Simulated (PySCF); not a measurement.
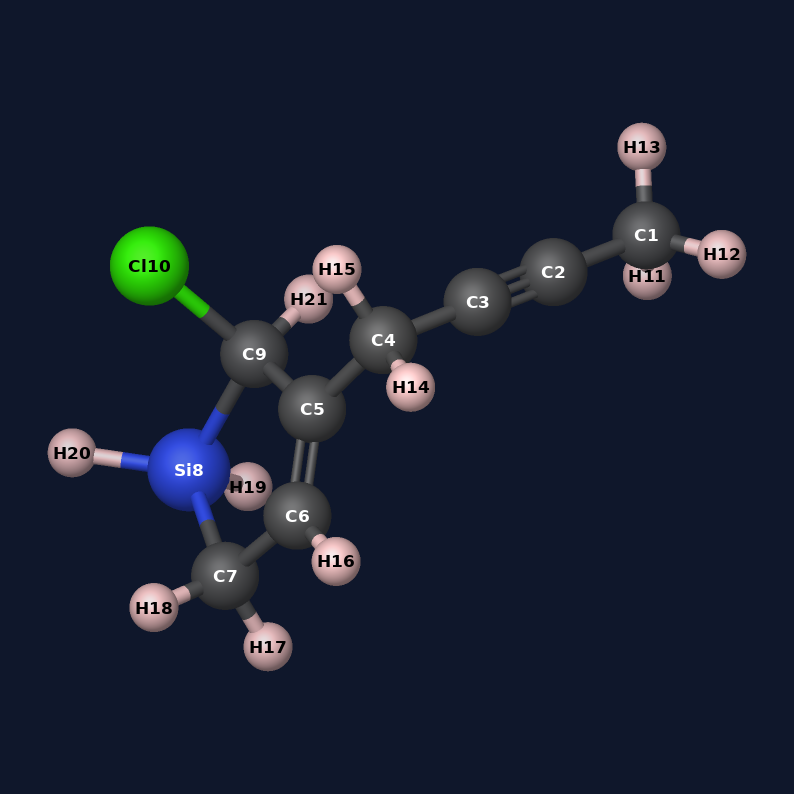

The computed structure is the end point of a GFN2-xTB optimisation. No frequency run is at hand to confirm it as a minimum. Electric field gradients from the ground-state density, PBE0/pcSseg-1 (PySCF 2.14.0), non-relativistic apart from any core potentials.

Give the largest field-gradient component, the quadrupole coupling constant and the asymmetry for 35Cl at Cl10 (Q = −81.7 mb), 2H at H11 (Q = 2.86 mb), 2H at H12 (Q = 2.86 mb).

```
atom  V_zz (a.u.)  e²qQ/h (MHz)     η
Cl10        3.878         −74.4  0.02
 H11        0.308         0.207  0.02
 H12        0.309         0.207  0.02
```

The geometry is semi-empirical. Around Si such bond lengths and angles can be off by a tenth of an ångström or more and by several degrees, and values that hang on the shape move with them.
